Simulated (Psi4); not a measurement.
**Frequency calculation of CH₆Al (charge −1) (part 3 of 4)**

Continued. System: CH₆Al, charge −1, SMILES [CH3][AlH3-]. Method: SVWN-RPA/pcseg-1, RKS (Psi4 1.11). The geometry was optimised with SVWN-RPA/pcseg-1 (4 decimals).

Geometry of the input (Å):
```
C  -0.1822  0.1094  -1.0307
Al 0.1673  -0.1007  0.9500
H  -0.5209  -0.8415  -1.4915
H  0.7289  0.4305  -1.5767
H  -0.9673  0.8674  -1.2314
H  -0.8132  0.9161  1.8154
H  1.7463  0.2631  1.2942
H  -0.1341  -1.6596  1.4224
```

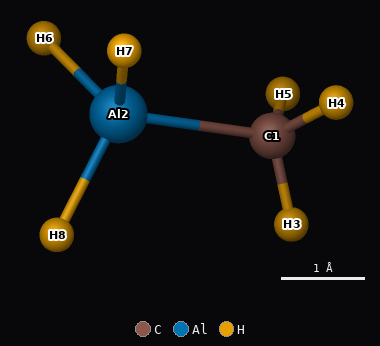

Fig. 1: The structure (ball-and-stick view, seen at a tilt; atoms are numbered from 1 in the order of the input). Sticks mark near contacts.

## What the program printed, continued
```
    1     0.00217825189143     0.00085800805521     0.00465924509593    -0.00160028233211     0.00001420249060
    2     0.00054996819147     0.00186167864741    -0.00500783566583    -0.00093227912453     0.00270506042978
    3     0.00003025567888    -0.00048600451061    -0.00417452543962    -0.00138684329380     0.00023898563061
    4    -0.04183628817818     0.02679388252377     0.02152052541177    -0.08230315240143    -0.01557122096718
    5     0.02688478330576    -0.04369829487792    -0.02232356606191    -0.01529099745819    -0.01949733058384
    6     0.02289316650807    -0.02366781524301    -0.03497807828576    -0.01451097760155    -0.00339635227834
    7    -0.00000129032869     0.00002311781347     0.00018201898474    -0.00025907372119     0.00043963605639
    8    -0.00018802492938     0.00024355916412    -0.00021621717637     0.00027399310843     0.00003760231171
    9     0.00038461321874     0.00072350318499    -0.00215644306016    -0.00070191780671     0.00092771618272
   10     0.00020587914089    -0.00020474251278     0.00007325329453     0.00053114678731     0.00008255261384
   11    -0.00004196995224    -0.00005087635873    -0.00032119598918     0.00020896144260     0.00015877252072
   12    -0.00087145751344    -0.00052486530357    -0.00207644769877    -0.00057467629554    -0.00049063749347
   13     0.00054133347833    -0.00045049900943     0.00028398131756     0.00002515786955    -0.00019036757614
   14    -0.00040981391314     0.00045513856654    -0.00015013250304    -0.00017300982069    -0.00001150233413
   15     0.00091237073361    -0.00076758856624     0.00199910475083    -0.00035321082554    -0.00065562030352
   16     0.04212848134492    -0.03165420140207    -0.02659675804354    -0.00556175280004     0.00444778079038
   17    -0.03165420140207     0.04442418650020     0.02762681569329     0.00023495201455     0.00246618416842
   18    -0.02659675804354     0.02762681569329     0.03653514791281     0.00030163327011     0.00018578850598
   19    -0.00556175280004     0.00023495201455     0.00030163327011     0.09059272728447     0.01820585139470
   20     0.00444778079038     0.00246618416842     0.00018578850598     0.01820585139470     0.01583286315828
   21     0.00339331266998     0.00025479722593     0.00226169669408     0.01729829682892     0.00374655306632
   22     0.00232322149755     0.00438151189098    -0.00048227593834    -0.00142475061187    -0.00740655006320
   23     0.00039348295155    -0.00567952517782     0.00021025819012    -0.00250490879612    -0.00169064492037
   24    -0.00020351134500    -0.00315516113520     0.00252353396869    -0.00007847671679    -0.00059206104472

                21                  22                  23                  24

    1    -0.00758157373738     0.00276428929807    -0.00066612946105     0.00097979383814
    2    -0.00140052997086     0.00058742380367    -0.00100418910507     0.00757439694697
    3    -0.00124357048272    -0.00058391923398     0.00141371815598    -0.00189428434764
    4    -0.01267038657600    -0.01840544440164    -0.01252576177304     0.00344128694594
    5    -0.00291159002653    -0.01289840425182    -0.08073389720164     0.01785095390674
    6    -0.01871906166986     0.00390757561869     0.01967772783482    -0.02137331084420
    7    -0.00098104323565     0.00021392348751     0.00026967913913     0.00039963754639
    8     0.00000424961314     0.00009716990241     0.00056500965018    -0.00015291813877
    9    -0.00170064550197     0.00061620261771     0.00068477930708     0.00221645585464
   10     0.00026722478896    -0.00005194168090     0.00031270565163    -0.00015207477670
   11    -0.00027096163853     0.00043862091462    -0.00014191078648     0.00084196214788
   12     0.00230695672453    -0.00108778041252     0.00055745528556    -0.00171912162490
   13    -0.00107691461499     0.00003034519624    -0.00016110734935    -0.00015463097957
   14     0.00001274125806    -0.00008073004017     0.00010959969481     0.00094742459875
   15    -0.00192714779684     0.00051674197109     0.00024061416651    -0.00206254699868
   16     0.00339331266998     0.00232322149755     0.00039348295155    -0.00020351134500
   17     0.00025479722593     0.00438151189098    -0.00567952517782    -0.00315516113520
   18     0.00226169669408    -0.00048227593834     0.00021025819012     0.00252353396869
   19     0.01729829682892    -0.00142475061187    -0.00250490879612    -0.00007847671679
   20     0.00374655306632    -0.00740655006320    -0.00169064492037    -0.00059206104472
   21     0.01672806367163     0.00134503030780     0.00052923849887     0.00228160038756
   22     0.00134503030780     0.01448663903068     0.01486001488745    -0.00424740211656
   23     0.00052923849887     0.01486001488745     0.08860380879658    -0.02332441959178
   24     0.00228160038756    -0.00424740211656    -0.02332441959178     0.02001878031215

	total time  =         29 seconds =       0.48 minutes

  ==> Harmonic Vibrational Analysis <==

  non-mass-weighted Hessian:       Symmetric? True   Hermitian? True   Lin Dep Dim?  0 (0)
  projection of translations (True) and rotations (True) removed 6 degrees of freedom (6)
  total projector:                 Symmetric? True   Hermitian? True   Lin Dep Dim?  6 (6)
  mass-weighted Hessian:           Symmetric? True   Hermitian? True   Lin Dep Dim?  0 (0)
  pre-proj  low-frequency mode:    0.0000i [cm^-1]
  pre-proj  low-frequency mode:    0.0000i [cm^-1]
  pre-proj  low-frequency mode:    0.0000i [cm^-1]
  pre-proj  low-frequency mode:    0.0000i [cm^-1]
  pre-proj  low-frequency mode:    0.0000i [cm^-1]
  pre-proj  low-frequency mode:    0.0000i [cm^-1]
  pre-proj  low-frequency mode:    5.1678  [cm^-1]
  pre-proj  all modes:['290.9949i' '290.8191i' '256.8250i' '155.0142i' '23.9344i' '6.5540i'
 '5.1678' '406.4500' '407.3737' '528.4659' '675.5239' '675.8688'
 '717.7415' '717.9237' '735.2155' '1100.9575' '1378.0456' '1378.1780'
 '1616.4287' '1616.5068' '1665.6972' '2942.1078' '3042.2162' '3042.4538']
  projected mass-weighted Hessian: Symmetric? True   Hermitian? True   Lin Dep Dim?  6 (6)
  post-proj low-frequency mode:  155.0080i [cm^-1] (V)
  post-proj low-frequency mode:    0.0000i [cm^-1] (TR)
  post-proj low-frequency mode:    0.0000i [cm^-1] (TR)
  post-proj low-frequency mode:    0.0000i [cm^-1] (TR)
  post-proj low-frequency mode:    0.0000  [cm^-1] (TR)
  post-proj low-frequency mode:    0.0000  [cm^-1] (TR)
  post-proj low-frequency mode:    0.0000  [cm^-1] (TR)
  post-proj  all modes:['155.0080i' '0.0000i' '0.0000i' '0.0000i' '0.0000' '0.0000' '0.0000'
 '404.9827' '405.8781' '523.2036' '675.1498' '675.4795' '717.1228'
 '717.3273' '734.7196' '1100.9553' '1378.0450' '1378.1773' '1616.3899'
 '1616.4671' '1665.6909' '2942.1078' '3042.2162' '3042.4538']

  Vibration                       1                   8                   9
  Freq [cm^-1]                155.0080i            404.9827            405.8781
  Irrep                           A                   A                   A
  Reduced mass [u]              1.0078              1.0463              1.0462
  Force const [mDyne/A]        -0.0143              0.1011              0.1015
  Turning point v=0 [a0]        0.0000              0.5330              0.5325
  RMS dev v=0 [a0 u^1/2]        0.0000              0.3855              0.3851
  IR activ [km/mol]             0.0001             35.2032             34.9911
  Char temp [K]                 0.0000             582.6800            583.9682
  ----------------------------------------------------------------------------------
      1   C                0.00  0.00 -0.00   -0.01  0.00  0.00   -0.00 -0.01  0.00
      2   AL              -0.00  0.00  0.00   -0.03  0.02  0.01   -0.02 -0.03  0.00
      3   H                0.46 -0.12 -0.09    0.17 -0.12  0.12    0.04  0.17 -0.39
      4   H               -0.12  0.46  0.07    0.18 -0.14  0.22    0.15  0.11  0.33
      5   H               -0.34 -0.34  0.02    0.06 -0.05 -0.44    0.12  0.14  0.05
      6   H                0.22  0.23 -0.01    0.25 -0.17  0.53    0.11  0.17 -0.08
      7   H                0.08 -0.31 -0.05    0.09 -0.08 -0.39    0.03  0.21 -0.46
      8   H               -0.30  0.08  0.06    0.13 -0.09 -0.26    0.22  0.10  0.53

  Vibration                       10                  11                  12
  Freq [cm^-1]                 523.2036            675.1498            675.4795
  Irrep                           A                   A                   A
  Reduced mass [u]              4.2190              1.2300              1.2331
  Force const [mDyne/A]         0.6805              0.3303              0.3315
  Turning point v=0 [a0]        0.2335              0.3808              0.3802
  RMS dev v=0 [a0 u^1/2]        0.3392              0.2986              0.2985
  IR activ [km/mol]            27.0830             30.4035             32.1870
  Char temp [K]                752.7735            971.3902            971.8646
  ----------------------------------------------------------------------------------
      1   C                0.07 -0.04  0.41    0.04 -0.12 -0.02   -0.12 -0.04  0.02
      2   AL              -0.04  0.02 -0.22   -0.01  0.04  0.01    0.04  0.01 -0.01
      3   H                0.08 -0.06  0.47   -0.16  0.17 -0.45    0.11  0.05 -0.33
      4   H                0.10 -0.05  0.47   -0.06  0.18 -0.00    0.20 -0.02  0.55
      5   H                0.07 -0.04  0.47    0.08  0.08  0.52    0.11  0.11 -0.28
      6   H               -0.03  0.02 -0.16    0.22 -0.08  0.39    0.01  0.16 -0.21
      7   H               -0.03  0.02 -0.16   -0.04  0.16  0.00   -0.06 -0.08  0.49
      8   H               -0.03  0.02 -0.16   -0.18 -0.06 -0.38    0.05 -0.08 -0.28

  Vibration                       13                  14                  15
  Freq [cm^-1]                 717.1228            717.3273            734.7196
  Irrep                           A                   A                   A
  Reduced mass [u]              1.0921              1.0899              1.0876
  Force const [mDyne/A]         0.3309              0.3304              0.3459
  Turning point v=0 [a0]        0.3921              0.3924              0.3882
  RMS dev v=0 [a0 u^1/2]        0.2897              0.2897              0.2862
  IR activ [km/mol]            198.7217            197.1077            411.9788
  Char temp [K]               1031.7800           1032.0743           1057.0980
  ----------------------------------------------------------------------------------
      1   C               -0.02  0.03  0.01    0.03  0.02 -0.00   -0.00  0.00 -0.01
      2   AL               0.02 -0.05 -0.01   -0.05 -0.02  0.00   -0.01  0.01 -0.05
      3   H                0.05 -0.05  0.13   -0.03 -0.03  0.12    0.00 -0.00 -0.00
      4   H                0.03 -0.06  0.02   -0.06 -0.00 -0.17    0.01  0.00  0.01
      5   H               -0.02 -0.02 -0.18   -0.04 -0.04  0.06   -0.00  0.00  0.00
      6   H                0.25  0.12  0.11    0.49  0.54 -0.07    0.22 -0.21  0.48
      7   H               -0.19  0.73  0.09   -0.08  0.10  0.18   -0.10 -0.13  0.55
      8   H               -0.51  0.08  0.00    0.54 -0.17 -0.19    0.14  0.15  0.54

  Vibration                       16                  17                  18
  Freq [cm^-1]                1100.9553           1378.0450           1378.1773
  Irrep                           A                   A                   A
  Reduced mass [u]              1.2412              1.0552              1.0552
  Force const [mDyne/A]         0.8864              1.1806              1.1808
  Turning point v=0 [a0]        0.2968              0.2878              0.2877
  RMS dev v=0 [a0 u^1/2]        0.2338              0.2090              0.2090
  IR activ [km/mol]            33.3298              0.7886              0.7855
  Char temp [K]               1584.0295           1982.6999           1982.8903
  ----------------------------------------------------------------------------------
      1   C               -0.03  0.02 -0.14   -0.06 -0.01  0.01    0.01 -0.06 -0.01
      2   AL               0.00 -0.00  0.01   -0.00 -0.00  0.00    0.00 -0.00 -0.00
      3   H                0.03 -0.28  0.50    0.63 -0.25  0.00   -0.31 -0.09  0.32
      4   H                0.31  0.01  0.48   -0.20 -0.05 -0.28   -0.20  0.71  0.09
      5   H               -0.07  0.11  0.56    0.40  0.49  0.15    0.33  0.22 -0.29
      6   H               -0.01  0.01 -0.00    0.01 -0.01  0.01   -0.01  0.01 -0.01
      7   H                0.01  0.01 -0.01    0.01  0.01 -0.02    0.00  0.00 -0.00
      8   H               -0.01 -0.02 -0.01    0.00  0.01  0.01    0.01  0.01  0.02

  Vibration                       19                  20                  21
  Freq [cm^-1]                1616.3899           1616.4671           1665.6909
  Irrep                           A                   A                   A
  Reduced mass [u]              1.0495              1.0495              1.0177
  Force const [mDyne/A]         1.6155              1.6157              1.6636
  Turning point v=0 [a0]        0.2664              0.2664              0.2665
  RMS dev v=0 [a0 u^1/2]        0.1930              0.1930              0.1901
  IR activ [km/mol]            560.3002            560.4294            191.5842
  Char temp [K]               2325.6252           2325.7362           2396.5583
  ----------------------------------------------------------------------------------
      1   C               -0.00 -0.00  0.00    0.00 -0.00 -0.00   -0.00  0.00 -0.00
      2   AL              -0.03 -0.02  0.00    0.02 -0.03 -0.01   -0.00  0.00 -0.02
      3   H               -0.01  0.00 -0.01    0.01 -0.00 -0.01   -0.00  0.01 -0.01
      4   H                0.00 -0.00  0.01    0.00 -0.01 -0.00   -0.01 -0.00 -0.01
      5   H               -0.01 -0.01 -0.00    0.00 -0.00  0.01    0.00 -0.00 -0.01
      6   H                0.08 -0.12 -0.09   -0.47  0.48  0.43   -0.35  0.36  0.29
      7   H                0.74  0.16  0.17   -0.24 -0.08 -0.06    0.55  0.13  0.11
      8   H                0.09  0.58 -0.18    0.12  0.50 -0.16   -0.11 -0.54  0.16

  Vibration                       22                  23                  24
  Freq [cm^-1]                2942.1078           3042.2162           3042.4538
  Irrep                           A                   A                   A
  Reduced mass [u]              1.0342              1.1004              1.1004
  Force const [mDyne/A]         5.2746              6.0003              6.0012
  Turning point v=0 [a0]        0.1989              0.1896              0.1896
  RMS dev v=0 [a0 u^1/2]        0.1430              0.1407              0.1407
  IR activ [km/mol]            37.7417             35.1516             35.1468
  Char temp [K]               4233.0381           4377.0718           4377.4136
  ----------------------------------------------------------------------------------
      1   C               -0.01  0.01 -0.05   -0.08 -0.04  0.01   -0.04  0.08  0.02
      2   AL               0.00 -0.00  0.00   -0.00 -0.00  0.00   -0.00  0.00  0.00
      3   H                0.17  0.51  0.22    0.15  0.46  0.22   -0.20 -0.53 -0.25
      4   H               -0.49 -0.17  0.26    0.66  0.23 -0.39    0.12  0.06 -0.07
      5   H                0.41 -0.40  0.08    0.18 -0.20  0.05    0.55 -0.52  0.14
      6   H                0.00 -0.00 -0.00    0.00 -0.00  0.00    0.00 -0.00  0.00
      7   H               -0.00 -0.00 -0.00    0.00  0.00 -0.00    0.00 -0.00 -0.00
      8   H                0.00  0.00 -0.00    0.00  0.00  0.00   -0.00 -0.00 -0.00

  ==> Thermochemistry Components <==

  Entropy, S
    Electronic S                             0.000 [cal/(mol K)]        0.000 [J/(mol K)]       0.00000000 [mEh/K] (multiplicity = 1)
    Translational S                         37.340 [cal/(mol K)]      156.229 [J/(mol K)]       0.05950457 [mEh/K] (mol. weight = 45.0285 [u], P = 101325.00 [Pa])
    Rotational S                            21.839 [cal/(mol K)]       91.375 [J/(mol K)]       0.03480271 [mEh/K] (symmetry no. = 1)
    Vibrational S                            4.124 [cal/(mol K)]       17.253 [J/(mol K)]       0.00657143 [mEh/K]
  Total S                                   63.302 [cal/(mol K)]      264.857 [J/(mol K)]       0.10087871 [mEh/K]
  Correction S                               0.000 [cal/(mol K)]        0.000 [J/(mol K)]       0.00000000 [mEh/K]

  Constant volume heat capacity, Cv
    Electronic Cv                            0.000 [cal/(mol K)]        0.000 [J/(mol K)]       0.00000000 [mEh/K]
    Translational Cv                         2.981 [cal/(mol K)]       12.472 [J/(mol K)]       0.00475022 [mEh/K]
    Rotational Cv                            2.981 [cal/(mol K)]       12.472 [J/(mol K)]       0.00475022 [mEh/K]
    Vibrational Cv                           8.876 [cal/(mol K)]       37.136 [J/(mol K)]       0.01414432 [mEh/K]
  Total Cv                                  14.837 [cal/(mol K)]       62.079 [J/(mol K)]       0.02364476 [mEh/K]
  Correction Cv                              0.000 [cal/(mol K)]        0.000 [J/(mol K)]       0.00000000 [mEh/K]

  Constant pressure heat capacity, Cp
    Electronic Cp                            0.000 [cal/(mol K)]        0.000 [J/(mol K)]       0.00000000 [mEh/K]
    Translational Cp                         4.968 [cal/(mol K)]       20.786 [J/(mol K)]       0.00791703 [mEh/K]
    Rotational Cp                            2.981 [cal/(mol K)]       12.472 [J/(mol K)]       0.00475022 [mEh/K]
    Vibrational Cp                           8.876 [cal/(mol K)]       37.136 [J/(mol K)]       0.01414432 [mEh/K]
  Total Cp                                  16.825 [cal/(mol K)]       70.394 [J/(mol K)]       0.02681157 [mEh/K]
  Correction Cp                              0.000 [cal/(mol K)]        0.000 [J/(mol K)]       0.00000000 [mEh/K]

  ==> Thermochemistry Energy Analysis <==

  Raw electronic energy, E_e
  Total E_e, Electronic energy at well bottom                                          -283.16719296 [Eh]

  Zero-point vibrational energy, ZPVE = Sum_i omega_i / 2,  E_0 = E_e + ZPVE
    Vibrational ZPVE                        32.360 [kcal/mol]      135.396 [kJ/mol]       0.05156944 [Eh]       11318.183 [cm^-1]
  Correction ZPVE to E_e                    32.360 [kcal/mol]      135.396 [kJ/mol]       0.05156944 [Eh]       11318.183 [cm^-1]
  Total E_0, Enthalpy at 0 [K]                                                         -283.11562353 [Eh]
  *** Absolute enthalpy, not an enthalpy of formation ***

  Thermal (internal) energy, E (includes ZPVE and finite-temperature corrections)
    Electronic contrib to E beyond E_e       0.000 [kcal/mol]        0.000 [kJ/mol]       0.00000000 [Eh]
    Translational contrib to E               0.889 [kcal/mol]        3.718 [kJ/mol]       0.00141628 [Eh]
    Rotational contrib to E                  0.889 [kcal/mol]        3.718 [kJ/mol]       0.00141628 [Eh]
    Vibrational contrib to E                33.253 [kcal/mol]      139.131 [kJ/mol]       0.05299204 [Eh]
  Correction E                              35.030 [kcal/mol]      146.567 [kJ/mol]       0.05582460 [Eh]
  Total E, Thermal (internal) energy at  298.15 [K]                                    -283.11136837 [Eh]

  Enthalpy, H_trans = E_trans + k_B * T = E_trans + P * V
    Electronic contrib to H beyond E_e       0.000 [kcal/mol]        0.000 [kJ/mol]       0.00000000 [Eh]
    Translational contrib to H               1.481 [kcal/mol]        6.197 [kJ/mol]       0.00236046 [Eh]
    Rotational contrib to H                  0.889 [kcal/mol]        3.718 [kJ/mol]       0.00141628 [Eh]
    Vibrational contrib to H                33.253 [kcal/mol]      139.131 [kJ/mol]       0.05299204 [Eh]
  Correction H                              35.623 [kcal/mol]      149.046 [kJ/mol]       0.05676878 [Eh]
  Total H, Enthalpy at  298.15 [K]                                                     -283.11042418 [Eh]
  *** Absolute enthalpy, not an enthalpy of formation ***

  Gibbs free energy, G = H - T * S
    Electronic contrib to G beyond E_e       0.000 [kcal/mol]        0.000 [kJ/mol]       0.00000000 [Eh]
    Translational contrib to G              -9.652 [kcal/mol]      -40.382 [kJ/mol]      -0.01538083 [Eh]
    Rotational contrib to G                 -5.623 [kcal/mol]      -23.525 [kJ/mol]      -0.00896015 [Eh]
    Vibrational contrib to G                32.024 [kcal/mol]      133.987 [kJ/mol]       0.05103277 [Eh]
  Correction G                              16.749 [kcal/mol]       70.079 [kJ/mol]       0.02669179 [Eh]
  Total G, Gibbs energy at  298.15 [K]                                                 -283.14050117 [Eh]
  *** Absolute Gibbs energy, not a free energy of formation ***
```
